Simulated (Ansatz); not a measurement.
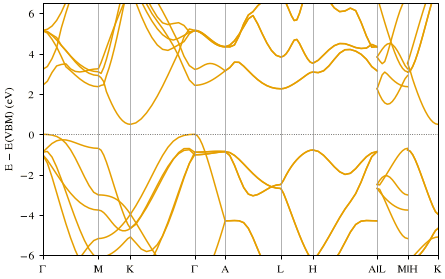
*Band structure from plane-wave PAW LDA (Ansatz code)*

Q: Read off the gap and where the band edges lie.

A: About 0.5 eV (0.49 eV by a search for the band edges); maximum at Γ, minimum at K.

Q: Which compound is it?
(A) CdS, P6_3mc (Pearson symbol hP12)
(B) CuI, wurtzite
(C) BeSe, NiAs type
(D) PbI2, P6_3mc (Pearson symbol hP12)

A: C, BeSe, NiAs type

Space group P6_3/mmc (NiAs type). This is a known high-pressure phase of the composition, computed here at zero pressure and temperature. Symmetry was held in the LDA relaxation. At this level the phase is dynamically unstable (imaginary phonons). Scalar-relativistic: spin–orbit coupling is off unless named, which matters more the heavier the elements.

Potentials: the later of the program's two PAW sets.
